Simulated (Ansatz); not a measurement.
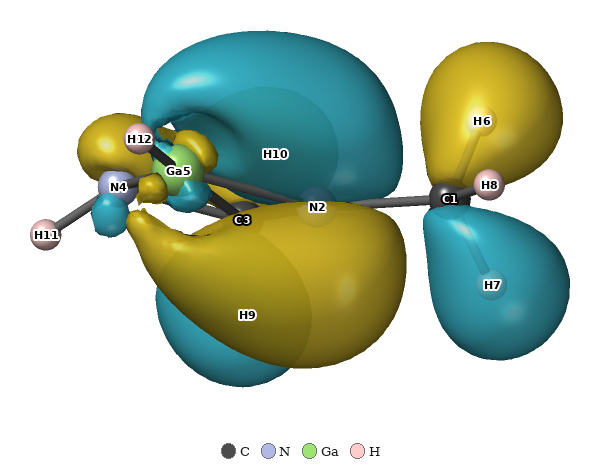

Figure. C₂H₇GaN₂. One frontier orbital at ±0.08 Å⁻³ᐟ² (yellow and cyan are the two phases), seen from one side.

Geometry: PBE0-D4/def2-TZVP.

The calculation used RKS PBE0-D4/def2-TZVPP (Ansatz 0.2.0).

```yaml
atoms:
  - { symbol: C, position_ang: [-1.5785, -0.2200, 0.6691] }
  - { symbol: N, position_ang: [-0.3997, 0.1139, -0.0635] }
  - { symbol: C, position_ang: [0.8055, -0.6828, 0.0859] }
  - { symbol: N, position_ang: [1.8132, 0.2067, -0.4839] }
  - { symbol: Ga, position_ang: [0.5146, 1.4520, -0.9296] }
  - { symbol: H, position_ang: [-1.4090, -0.2433, 1.7565] }
  - { symbol: H, position_ang: [-1.9788, -1.2032, 0.3817] }
  - { symbol: H, position_ang: [-2.3609, 0.5162, 0.4746] }
  - { symbol: H, position_ang: [0.7392, -1.6459, -0.4472] }
  - { symbol: H, position_ang: [1.0043, -0.9044, 1.1487] }
  - { symbol: H, position_ang: [2.5509, -0.2224, -1.0177] }
  - { symbol: H, position_ang: [0.2993, 2.8332, -1.5747] }
```

Which orbital is it: HOMO or LUMO?

The HOMO, at −6.00 eV. It lies mainly on N2 (about 55 %), Ga5 (about 10 %), C1 (about 10 %) and C3 (about 10 %).
